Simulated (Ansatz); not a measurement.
# Dielectric response of GaN (10-10) films, part 2 of 5

Aim: the electronic and static ε of wurtzite GaN (10-10) from films of three thicknesses in a field.

Ansatz 0.2.0; plane-wave DFT, PBE, Ansatz PAW (the session's first sound run).

So far, ionisation energy, upper face (eV): step 2 (relaxation, 12 atoms, units 3) 5.67.

## Step 3: Single point on the relaxed film, 12 atoms, units 3

The film was relaxed beforehand; a single point on the relaxed positions gives its levels and potential.

The input, input.yaml:

```yaml
crystal:
  lattice:
    - [3.19, 0.0, 0.0]
    - [0.0, 5.19, 0.0]
    - [0.0, 0.0, 24.4461157555]
  atoms:
    - { symbol: Ga, position: [0.0, 0.0266918132, 0.3775821688] }
    - { symbol: "N", position: [0.0, 0.3742018732, 0.3657914879] }
    - { symbol: Ga, position: [0.5, 0.4923790711, 0.3994850231] }
    - { symbol: "N", position: [0.5, 0.8682667725, 0.4040785419] }
    - { symbol: Ga, position: [0.5, -0.0035371398, 0.4836399453] }
    - { symbol: "N", position: [0.5, 0.3729974947, 0.480185018] }
    - { symbol: Ga, position: [0.0, 0.4964628626, 0.5163600618] }
    - { symbol: "N", position: [0.0, 0.8729974918, 0.519814973] }
    - { symbol: Ga, position: [0.0, -0.0076208651, 0.6005149901] }
    - { symbol: "N", position: [0.0, 0.3682668326, 0.5959214462] }
    - { symbol: Ga, position: [0.5, 0.5266918674, 0.6224178324] }
    - { symbol: "N", position: [0.5, 0.8742019257, 0.6342085116] }
kpoints:
  mp_grid: { grid: [8, 6, 1] }
hamiltonian:
  xc: pbe
scf:
  occupations: { method: fixed }
  convergence: { dr2_threshold: 1.0e-09 }
efield:
  axis: 3
  dipole_correction: true
  ramp_position: 0.97
  ramp_width: 0.06
output:
  eigenvalues: true
  write_potential: true
  write_density: true
  volumetric_format: npy
```

Command:

```console
ansatz run input.yaml --threads 4 --pin off --max-ram 12288MiB --backend cpu --events-out ev --progress --plain --runs-dir out
```

Numbers of over 12 decimals in the logs are rounded to 6 here.

What it wrote:

```text
[...]
Crystal: 12 atoms, lattice volume = 404.732 Å³
Basis set: ecut = 420 eV, 7939 PW (Γ)
Bands: 66, of which v1, the nominal top of the filled ones, is band 54 counted from 1 (53 counted from 0)
Symmetry: 2 space group operations
k-points: 20 of 48 (time reversal used)
[...]
SCF iter   1: F=—  HF=-25004.208454 eV  |F-HF|=—  |Δ(HF+E_count)|=         —  Δρ=1.71e-3  dr2=6.76e-2  ethr=1.77e-3  p=0.000 e·Å  D=8.62e-8 V/Å  ΔV_dip=-0.00 eV  dr2_dipole=4.45e-8  V_vac-E_F(+/−)=5.33/5.33 eV  ⟨swp⟩=5.0  Hψ=4799  notcnv=0  defer=200
[...]
SCF iter   2: F=—  HF=-25004.203155 eV  |F-HF|=—  |Δ(HF+E_count)|=   5.30e-3  Δρ=1.19e-3  dr2=6.11e-3  ethr=6.26e-5  p=0.000 e·Å  D=4.09e-5 V/Å  ΔV_dip=-0.00 eV  dr2_dipole=7.63e-8  V_vac-E_F(+/−)=5.59/5.59 eV  ⟨swp⟩=2.8  Hψ=1947  notcnv=0  defer=200
density mixer auto → msr1: gapped (density of states about μ 0.08 of a free-electron gas's, 60 screened modes)
SCF iter   3: F=—  HF=-25004.203094 eV  |F-HF|=—  |Δ(HF+E_count)|=   6.09e-5  Δρ=4.86e-4  dr2=1.04e-3  ethr=5.66e-6  p=-0.000 e·Å  D=-4.97e-6 V/Å  ΔV_dip=0.00 eV  dr2_dipole=1.91e-9  V_vac-E_F(+/−)=5.62/5.62 eV  ⟨swp⟩=2.2  Hψ=2304  notcnv=0  defer=200
[...]
SCF iter  10: F=-25004.203566 eV  HF=-25004.203566 eV  |F-HF|=2.84e-10  |Δ(HF+E_count)|=   5.36e-9  Δρ=4.03e-7  dr2=4.15e-10  ethr=1.00e-12  p=0.000 e·Å  D=2.79e-7 V/Å  ΔV_dip=-0.00 eV  dr2_dipole=2.72e-13  V_vac-E_F(+/−)=5.67/5.67 eV  ⟨swp⟩=17.9  Hψ=6340  notcnv=0
SCF 1 converged in 10 iterations: F = -25004.203566 eV  dr2 = 4.15e-10
[...]
SCF converged after 10 iterations
Free energy (F): -25004.203566 eV
[...]
Internal energy: -25004.203566 eV  (E = F + TS)
E sigma→0 (E₀):  -25004.203566 eV
Fermi energy:    -0.454931 eV
Dipole field:    D = -0.000000 V/Å  (p = -0.000000 e·Å, saw-weighted, corrected)
Work function:   Φ+ = 5.6723 eV   Φ− = 5.6723 eV
[...]
--- Band table (eV; the first three rows and the last of 20) ---
  k-point 0: bands = [... 50 lower, -0.8982, -0.6876, -0.5957, -0.4549, 1.0584, 2.0973, 3.7058, 4.2211, ... 8 higher]
  k-point 1: bands = [... 50 lower, -0.9156, -0.7933, -0.5650, -0.5498, 1.5861, 2.2601, 3.6298, 4.1144, ... 8 higher]
  k-point 2: bands = [... 50 lower, -1.0122, -0.9021, -0.7888, -0.5957, 2.2902, 2.5619, 3.6143, 3.9748, ... 8 higher]
  k-point 19: bands = [... 50 lower, -2.1187, -2.1187, -0.9160, -0.9160, 2.8350, 2.8350, 4.2945, 4.2945, ... 8 higher]
```

Elapsed: 22 s, on 4 threads of Arm Neoverse V1, shared host; peak memory 1.2 GiB; 88 s of CPU time.

In the SCF lines HF is the Harris–Foulkes energy and dr2 the Hartree energy of the density residual, in eV; the loop may stop once dr2 is under the threshold and the program's other checks hold. Hψ counts applications of the Hamiltonian.

Numbers from this step:

- dipole along the normal: -4.79e-7 e·Å

Running mean over 2.763 Å of the planar mean; the ramp of the sawtooth is left out. The electron's electrostatic potential energy less the highest filled level by z:

| z (Å) | electron's electrostatic potential energy less the highest filled level (eV) |
| --- | --- |
| 3 | 5.67 |
| 4 | 5.67 |
| 5 | 5.67 |
| 6 | 5.64 |
| 7 | 5.15 |
| 8 | 1.17 |
| 9 | -3.50 |
| 10 | -4.59 |
| 11 | -4.50 |
| 12 | -4.40 |
| 13 | -4.33 |
| 14 | -4.65 |
| 15 | -4.22 |
| 16 | -1.23 |
| 17 | 3.87 |
| 18 | 5.57 |
| 19 | 5.67 |
| 20 | 5.67 |
| 21 | 5.67 |

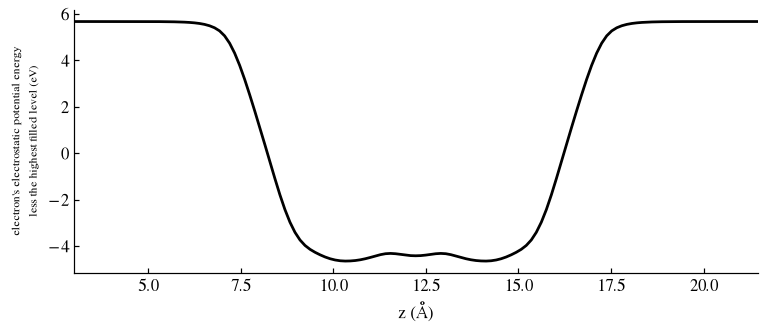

Electron's electrostatic potential energy less the highest filled level against z.

The gap is 1.51 eV, with the valence edge 5.67 eV and the conduction edge 4.16 eV under the upper vacuum level.

## Step 4: Atoms held, 12 atoms, units 3, field 0.1 V/Å

A sawtooth potential applies the field, turning back in the middle of the vacuum. With the dipole correction the typed value is the field outside the slab. The induced dipole is small, so the SCF threshold is tight.

Changes to input.yaml since step 3:

```diff
@@ -24,3 +24,3 @@
   occupations: { method: fixed }
-  convergence: { dr2_threshold: 1.0e-09 }
+  convergence: { dr2_threshold: 1.0e-10 }
 efield:
@@ -30,4 +30,4 @@
   ramp_width: 0.06
+  amplitude: 0.1
 output:
-  eigenvalues: true
   write_potential: true
```

What it wrote:

```text
[...]
Crystal: 12 atoms, lattice volume = 404.732 Å³
Basis set: ecut = 420 eV, 7939 PW (Γ)
Bands: 66, of which v1, the nominal top of the filled ones, is band 54 counted from 1 (53 counted from 0)
Symmetry: 2 space group operations
k-points: 20 of 48 (time reversal used)
[...]
SCF iter   1: F=—  HF=-25017.735268 eV  |F-HF|=—  |Δ(HF+E_count)|=         —  Δρ=9.71e-2  dr2=4.81e1  ethr=3.10e-3  p=0.081 e·Å  D=3.61e-2 V/Å  ΔV_dip=-0.88 eV  dr2_dipole=1.11e-3  V_vac-E_F(+/−)=11.29/9.97 eV  ⟨swp⟩=5.0  Hψ=4998  notcnv=0  defer=192
[...]
SCF iter  16: F=-25004.207034 eV  HF=-25004.207034 eV  |F-HF|=3.09e-10  |Δ(HF+E_count)|=  1.96e-10  Δρ=6.26e-8  dr2=1.00e-11  ethr=1.00e-12  p=0.069 e·Å  D=3.10e-2 V/Å  ΔV_dip=-0.76 eV  dr2_dipole=9.93e-15  V_vac-E_F(+/−)=6.37/4.93 eV  ⟨swp⟩=18.1  Hψ=5807  notcnv=0
SCF 1 converged in 16 iterations: F = -25004.207034 eV  dr2 = 1.00e-11
[...]
SCF converged after 16 iterations
[...]
Free energy (F): -25004.207034 eV
[...]
Internal energy: -25004.207034 eV  (E = F + TS)
E sigma→0 (E₀):  -25004.207034 eV
Fermi energy:    -0.450023 eV
Dipole field:    D = 0.031009 V/Å  (p = 0.069357 e·Å, saw-weighted, corrected)
Work function:   not extracted (applied field tilts the vacuum); planar V_es + V_field profile in the machine report
[...]
--- Band table (eV; the first three rows and the last of 20) ---
  k-point 0: bands = [... 50 lower, -0.9003, -0.6926, -0.5931, -0.4500, 1.0561, 2.0975, 3.7015, 4.2162, ... 8 higher]
  k-point 1: bands = [... 50 lower, -0.9177, -0.7981, -0.5622, -0.5451, 1.5821, 2.2618, 3.6275, 4.1122, ... 8 higher]
  k-point 2: bands = [... 50 lower, -1.0177, -0.9066, -0.7835, -0.5916, 2.2776, 2.5720, 3.6123, 3.9717, ... 8 higher]
  k-point 19: bands = [... 50 lower, -2.1300, -2.1030, -0.9641, -0.8690, 2.7885, 2.8799, 4.2887, 4.2960, ... 8 higher]
```

Wall time 29 s (4 threads); peak memory 1.2 GiB; 1.9 min of CPU time.

Numbers from this step:

- gap on the k-mesh: 1.506 eV
- dipole along the normal: 0.06936 e·Å

The dipole is 0.0694 e·Å, and the gap on the mesh 1.506 eV.

## Step 5: Single point, 12 atoms, units 3, field -0.1 V/Å

Changes to input.yaml since step 4:

```diff
@@ -30,3 +30,3 @@
   ramp_width: 0.06
-  amplitude: 0.1
+  amplitude: -0.1
 output:
```

What it wrote:

```text
[...]
Crystal: 12 atoms, lattice volume = 404.732 Å³
Basis set: ecut = 420 eV, 7939 PW (Γ)
Bands: 66, of which v1, the nominal top of the filled ones, is band 54 counted from 1 (53 counted from 0)
Symmetry: 2 space group operations
k-points: 20 of 48 (time reversal used)
[...]
k-point 0: bands = [... 50 lower, -0.9003, -0.6926, -0.5931, -0.4500, 1.0561, 2.0975, 3.7015, 4.2163, ... 8 higher]
  k-point 1: bands = [... 50 lower, -0.9177, -0.7981, -0.5622, -0.5451, 1.5821, 2.2618, 3.6275, 4.1122, ... 8 higher]
  k-point 2: bands = [... 50 lower, -1.0177, -0.9066, -0.7835, -0.5916, 2.2776, 2.5720, 3.6123, 3.9717, ... 8 higher]
  k-point 19: bands = [... 50 lower, -2.1300, -2.1030, -0.9641, -0.8690, 2.7885, 2.8799, 4.2887, 4.2960, ... 8 higher]
[key lines of the parts left out:]
SCF converged after 16 iterations
Free energy (F): -25004.207034 eV
Fermi energy:    -0.450021 eV
Dipole field:    D = -0.031009 V/Å  (p = -0.069357 e·Å, saw-weighted, corrected)
```

Run time: 29 s. Hardware: 4 threads; peak memory 1.2 GiB.

The dipole is -0.0694 e·Å, and the gap on the mesh 1.506 eV.

## Step 6: Response with the atoms held, 12 atoms, units 3

This step: plane-wave DFT, PBE, Ansatz PAW; response to a field along the normal, atoms held (Ansatz 0.2.0).

The two fields give this film's response with the atoms held: the electronic part.

Numbers from this step:

* equivalent conductor thickness p/(ε₀AE): 7.580 Å
* distance between the outer atoms: 6.562 Å
* thickness: 8.288 Å

Local field over the applied field, running mean. From the potentials at -0.1 and 0.1 V/Å; running mean over 2.763 Å, taken twice. Table of local field over applied field by z:

| z (Å) | local field over applied field |
| --- | --- |
| 5 | 0.987 |
| 6 | 0.931 |
| 7 | 0.775 |
| 8 | 0.529 |
| 9 | 0.297 |
| 10 | 0.172 |
| 11 | 0.142 |
| 12 | 0.142 |
| 13 | 0.142 |
| 14 | 0.150 |
| 15 | 0.226 |
| 16 | 0.415 |
| 17 | 0.672 |
| 18 | 0.875 |
| 19 | 0.972 |
| 20 | 0.996 |

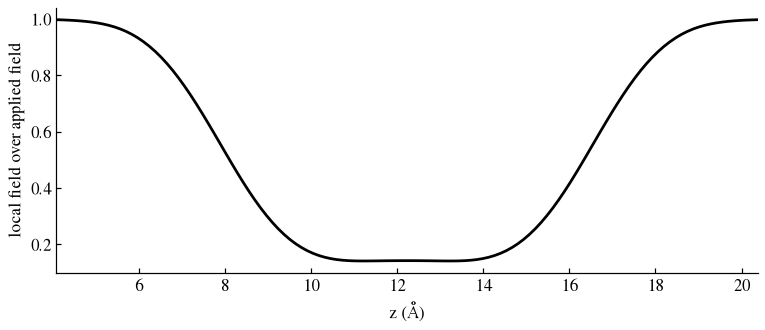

Local field over applied field, plotted against z.

Electrons, planar mean, per unit field. Induced electron density against z:

| z (Å) | induced electron density (e/Å³ per V/Å) |
| --- | --- |
| 5 | 1.7e-5 |
| 6 | 1.4e-4 |
| 7 | 8.8e-4 |
| 8 | 0.00322 |
| 9 | 0.00162 |
| 10 | -0.00111 |
| 11 | 3.8e-4 |
| 12 | 0.00110 |
| 13 | -6.8e-4 |
| 14 | 7.6e-4 |
| 15 | 7.4e-5 |
| 16 | -0.00284 |
| 17 | -0.00178 |
| 18 | -3.3e-4 |
| 19 | -4.5e-5 |
| 20 | -5.1e-6 |

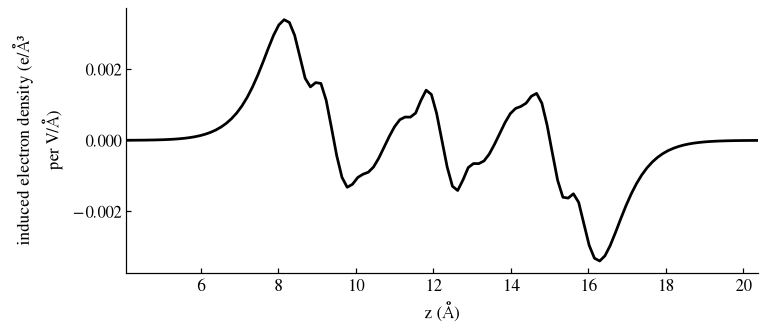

Induced electron density, plotted against z.

By hand: between -0.1 and 0.1 V/Å the dipole changes by 0.1387 e·Å, a slope of 0.6936 e·Å²/V. A perfect conductor of thickness t has p = ε₀AEt, so t = 180.95 × 0.6936 / 16.556 = 7.58 Å (e/ε₀ = 180.95 V·Å, A in Å²).

The induced dipole is that of a conductor 7.58 Å thick.

## Step 7: Field on, atoms free, 12 atoms, field 0.05 V/Å

This step: plane-wave DFT, PBE, Ansatz PAW (Ansatz 0.2.0).

Now the atoms may follow the field. A weak field makes forces of meV/Å to tens of meV/Å, so the force tolerance is set well below the usual one.

Changes to input.yaml since step 5:

```diff
@@ -30,3 +30,6 @@
   ramp_width: 0.06
-  amplitude: -0.1
+  amplitude: 0.05
+relax:
+  f_tol: 0.0006
+  max_steps: 70
 output:
```

What it wrote:

```text
[...]
Crystal: 12 atoms, lattice volume = 404.732 Å³
Basis set: ecut = 420 eV, 7939 PW (Γ), exchange–correlation on 48×72×360 points (8 copies of the dense FFT grid, shifted against one another)
Bands: 66, of which v1, the nominal top of the filled ones, is band 54 counted from 1 (53 counted from 0)
Symmetry: 2 space group operations
k-points: 20 of 48 (time reversal used)
[...]
SCF iter   1: F=—  HF=-25017.733148 eV  |F-HF|=—  |Δ(HF+E_count)|=         —  Δρ=9.71e-2  dr2=4.82e1  ethr=3.10e-3  p=0.040 e·Å  D=1.81e-2 V/Å  ΔV_dip=-0.44 eV  dr2_dipole=2.71e-4  V_vac-E_F(+/−)=10.97/10.30 eV  ⟨swp⟩=4.9  Hψ=4939  notcnv=0  defer=193
[...]
SCF iter  16: F=-25004.204454 eV  HF=-25004.204454 eV  |F-HF|=1.96e-10  |Δ(HF+E_count)|=  1.09e-11  Δρ=6.18e-8  dr2=1.02e-11  ethr=1.00e-12  p=0.035 e·Å  D=1.55e-2 V/Å  ΔV_dip=-0.38 eV  dr2_dipole=1.26e-14  V_vac-E_F(+/−)=6.02/5.29 eV  ⟨swp⟩=7.0  Hψ=7337  notcnv=0
SCF 1 converged in 16 iterations: F = -25004.204454 eV  dr2 = 1.02e-11
[...]
relax step   1: F+E_penalty+E_count = -25004.20445380 eV  Δ(F+E_penalty+E_count) = +0.000e0 eV  max|allowed force component| = 2.085e-2 eV/Å  Δτ_max = 0.0000 Å  (16 SCF iters, accepted)
[...]
SCF iter   8: F=-25004.204516 eV  HF=-25004.204516 eV  |F-HF|=3.64e-12  |Δ(HF+E_count)|=  3.24e-10  Δρ=1.81e-7  dr2=7.29e-11  ethr=1.00e-12  p=0.037 e·Å  D=1.63e-2 V/Å  ΔV_dip=-0.40 eV  dr2_dipole=2.75e-13  V_vac-E_F(+/−)=6.01/5.30 eV  ⟨swp⟩=7.1  Hψ=7749  notcnv=0
SCF 2 converged in 8 iterations: F = -25004.204516 eV  dr2 = 7.29e-11
relax step   2: F+E_penalty+E_count = -25004.20451562 eV  Δ(F+E_penalty+E_count) = -6.182e-5 eV  max|allowed force component| = 1.098e-2 eV/Å  Δτ_max = 0.0015 Å  (8 SCF iters, accepted)
SCF iter   1: F=—  HF=-25004.204390 eV  |F-HF|=—  |Δ(HF+E_count)|=         —  Δρ=5.75e-5  dr2=2.78e-5  ethr=1.11e-7  p=0.037 e·Å  D=1.63e-2 V/Å  ΔV_dip=-0.40 eV  dr2_dipole=1.11e-5  V_vac-E_F(+/−)=6.01/5.30 eV  ⟨swp⟩=2.0  Hψ=2738  notcnv=0  defer=200
[...]
SCF iter   8: F=-25004.204532 eV  HF=-25004.204532 eV  |F-HF|=1.53e-10  |Δ(HF+E_count)|=  2.55e-11  Δρ=1.02e-7  dr2=2.26e-11  ethr=1.00e-12  p=0.038 e·Å  D=1.69e-2 V/Å  ΔV_dip=-0.41 eV  dr2_dipole=2.57e-13  V_vac-E_F(+/−)=6.01/5.30 eV  ⟨swp⟩=7.0  Hψ=7337  notcnv=0
SCF 3 converged in 8 iterations: F = -25004.204532 eV  dr2 = 2.26e-11
relax step   3: F+E_penalty+E_count = -25004.20453168 eV  Δ(F+E_penalty+E_count) = -1.606e-5 eV  max|allowed force component| = 1.682e-3 eV/Å  Δτ_max = 0.0007 Å  (8 SCF iters, accepted)
SCF iter   1: F=—  HF=-25004.204382 eV  |F-HF|=—  |Δ(HF+E_count)|=         —  Δρ=1.76e-5  dr2=7.66e-7  ethr=2.71e-8  p=0.038 e·Å  D=1.69e-2 V/Å  ΔV_dip=-0.41 eV  dr2_dipole=8.87e-10  V_vac-E_F(+/−)=6.01/5.30 eV  ⟨swp⟩=2.0  Hψ=1936  notcnv=0  defer=115
[...]
SCF iter   6: F=-25004.204532 eV  HF=-25004.204532 eV  |F-HF|=7.28e-12  |Δ(HF+E_count)|=  2.00e-10  Δρ=1.08e-7  dr2=2.96e-11  ethr=1.00e-12  p=0.038 e·Å  D=1.69e-2 V/Å  ΔV_dip=-0.41 eV  dr2_dipole=2.89e-13  V_vac-E_F(+/−)=6.01/5.30 eV  ⟨swp⟩=7.0  Hψ=7496  notcnv=0
SCF 4 converged in 6 iterations: F = -25004.204532 eV  dr2 = 2.96e-11
relax step   4: F+E_penalty+E_count = -25004.20453222 eV  Δ(F+E_penalty+E_count) = -5.426e-7 eV  max|allowed force component| = 5.613e-4 eV/Å  Δτ_max = 0.0002 Å  (6 SCF iters, accepted)
NSCF: frozen V_eff on 20 k-points
[...]
SCF converged after 6 iterations
[...]
Free energy (F): -25004.204532 eV
[...]
Internal energy: -25004.204532 eV  (E = F + TS)
E sigma→0 (E₀):  -25004.204532 eV
Fermi energy:    -0.454976 eV
Dipole field:    D = 0.016916 V/Å  (p = 0.037835 e·Å, saw-weighted, corrected)
Work function:   not extracted (applied field tilts the vacuum); planar V_es + V_field profile in the machine report
[...]
--- Forces (eV/Å), atoms counted from 1 ---
  atom   1  Ga     0.00000000    -0.00010377    -0.00030807
  atom   2  N      0.00000000     0.00018630     0.00003137
  atom   3  Ga     0.00000000    -0.00003193     0.00006342
  atom   4  N      0.00000000     0.00012243     0.00015872
  atom   5  Ga     0.00000000    -0.00054788    -0.00004730
  atom   6  N      0.00000000     0.00004359     0.00012869
  atom   7  Ga     0.00000000     0.00056133    -0.00009251
  atom   8  N      0.00000000    -0.00007981     0.00011046
  atom   9  Ga     0.00000000     0.00006274     0.00008656
  atom  10  N      0.00000000    -0.00011548     0.00017911
  atom  11  Ga     0.00000000     0.00009374    -0.00031244
  atom  12  N      0.00000000    -0.00019112     0.00000116
  max |Σ_I F_I| component: 8.18e-7 eV/Å
--- Band table (eV; the first three rows and the last of 20) ---
  k-point 0: bands = [... 50 lower, -0.8983, -0.6879, -0.5957, -0.4550, 1.0580, 2.0969, 3.7047, 4.2201, ... 8 higher]
  k-point 1: bands = [... 50 lower, -0.9160, -0.7936, -0.5649, -0.5499, 1.5856, 2.2599, 3.6291, 4.1140, ... 8 higher]
  k-point 2: bands = [... 50 lower, -1.0125, -0.9028, -0.7889, -0.5955, 2.2893, 2.5620, 3.6138, 3.9743, ... 8 higher]
  k-point 19: bands = [... 50 lower, -2.1197, -2.1179, -0.9321, -0.9004, 2.8274, 2.8423, 4.2911, 4.2970, ... 8 higher]
--- Relaxed structure (4 steps of the walk, 4 accepted, 0 SCFs on fresh bases) ---
  F+E_penalty+E_count = -25004.20453222 eV   max|allowed force component| = 5.613e-4 eV/Å
  atoms:
    - { symbol: Ga, position: [0.0, 0.026811, 0.377634] }
    - { symbol: N, position: [0.0, 0.374293, 0.365725] }
    - { symbol: Ga, position: [0.5, 0.492397, 0.399502] }
    - { symbol: N, position: [0.5, 0.868294, 0.404066] }
    - { symbol: Ga, position: [0.5, -0.00351582, 0.483671] }
    - { symbol: N, position: [0.5, 0.373022, 0.480158] }
    - { symbol: Ga, position: [0.0, 0.496456, 0.516387] }
    - { symbol: N, position: [0.0, 0.872988, 0.519791] }
    - { symbol: Ga, position: [0.0, -0.00764811, 0.600536] }
    - { symbol: N, position: [0.0, 0.368228, 0.595909] }
    - { symbol: Ga, position: [0.5, 0.526566, 0.622473] }
    - { symbol: N, position: [0.5, 0.874107, 0.634148] }
```

Wall time 62 s (4 threads); peak memory 1 GiB; 4.1 min of CPU time.

No atom moved by 0.005 Å in the relaxation.

This step gave:

- gap on the k-mesh: 1.513 eV
- dipole along the normal: 0.03784 e·Å

The relaxation took 4 steps and lowered the energy by 7.8e-5 eV; the largest force on the free atoms ends at 5.6e-4 eV/Å.

The dipole is 0.0378 e·Å, and the gap on the mesh 1.513 eV.

## Step 8: Relaxing in the field, 12 atoms, field -0.05 V/Å

The opposite sign, again from the field-free geometry; the difference of the two cancels what relaxes without a field.

Changes to input.yaml since step 7:

```diff
@@ -30,3 +30,3 @@
   ramp_width: 0.06
-  amplitude: 0.05
+  amplitude: -0.05
 relax:
```

What it wrote:

```text
[...]
Crystal: 12 atoms, lattice volume = 404.732 Å³
Basis set: ecut = 420 eV, 7939 PW (Γ), exchange–correlation on 48×72×360 points (8 copies of the dense FFT grid, shifted against one another)
Bands: 66, of which v1, the nominal top of the filled ones, is band 54 counted from 1 (53 counted from 0)
Symmetry: 2 space group operations
k-points: 20 of 48 (time reversal used)
[...]
- { symbol: Ga, position: [0.5, -0.00353674, 0.483614] }
    - { symbol: N, position: [0.5, 0.372989, 0.480209] }
    - { symbol: Ga, position: [0.0, 0.496481, 0.516330] }
    - { symbol: N, position: [0.0, 0.873025, 0.519841] }
    - { symbol: Ga, position: [0.0, -0.0076025, 0.600498] }
    - { symbol: N, position: [0.0, 0.368296, 0.595935] }
    - { symbol: Ga, position: [0.5, 0.526812, 0.622368] }
    - { symbol: N, position: [0.5, 0.874295, 0.634275] }
[key lines of the parts left out:]
SCF converged after 6 iterations
Free energy (F): -25004.204532 eV
Fermi energy:    -0.454991 eV
Dipole field:    D = -0.016911 V/Å  (p = -0.037824 e·Å, saw-weighted, corrected)
```

It took 73 s on 4 threads; peak memory 1 GiB.

No atom moved by 0.005 Å in the relaxation.

The relaxation took 5 steps and lowered the energy by 7.8e-5 eV; the largest force on the free atoms ends at 4.9e-4 eV/Å.

The dipole is -0.0378 e·Å, and the gap on the mesh 1.513 eV.

## Step 9: Response with the atoms relaxed, 12 atoms, units 3

This step: plane-wave DFT, PBE, Ansatz PAW; response to a field along the normal, atoms relaxed (Ansatz 0.2.0).

The two relaxed runs give the static response.

Numbers from this step:

```
equivalent conductor thickness p/(ε₀AE) : 8.269 Å
```

Local field over the applied field, running mean. From the potentials at -0.05 and 0.05 V/Å; running mean over 2.763 Å, taken twice. Table of local field over applied field by z:

| z (Å) | local field over applied field |
| --- | --- |
| 5 | 0.988 |
| 6 | 0.924 |
| 7 | 0.765 |
| 8 | 0.478 |
| 9 | 0.229 |
| 10 | 0.0809 |
| 11 | 0.0690 |
| 12 | 0.0797 |
| 13 | 0.0709 |
| 14 | 0.0735 |
| 15 | 0.139 |
| 16 | 0.357 |
| 17 | 0.642 |
| 18 | 0.869 |
| 19 | 0.972 |
| 20 | 0.996 |

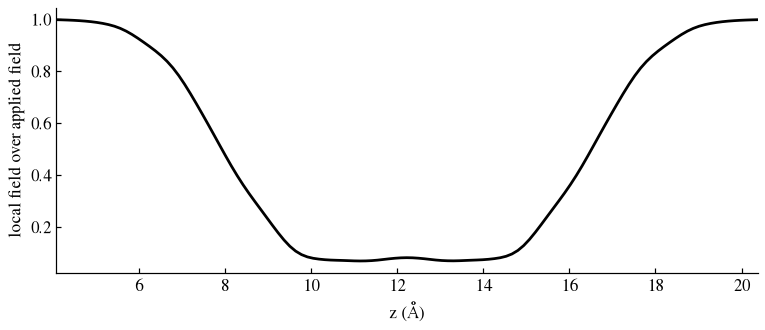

Local field over applied field, plotted against z.

The induced dipole is that of a conductor 8.27 Å thick.

(Continued in part 3 of 5.)

[Logs are printed without paths, hosts, clocks, repeated set-up lines and the standing remarks that a program may print on its own settings, such as how far it seeks lower states.]

[Hosts, paths, dates, database ids (printed as entryN), source tags and the programs' standing remarks are cut or masked in the printed files.]

[Maps of the electrostatic potential energy from Ansatz leave out the sawtooth potential of an applied field or a dipole correction, so their vacuum need not be flat; planar profiles and work functions include it.]
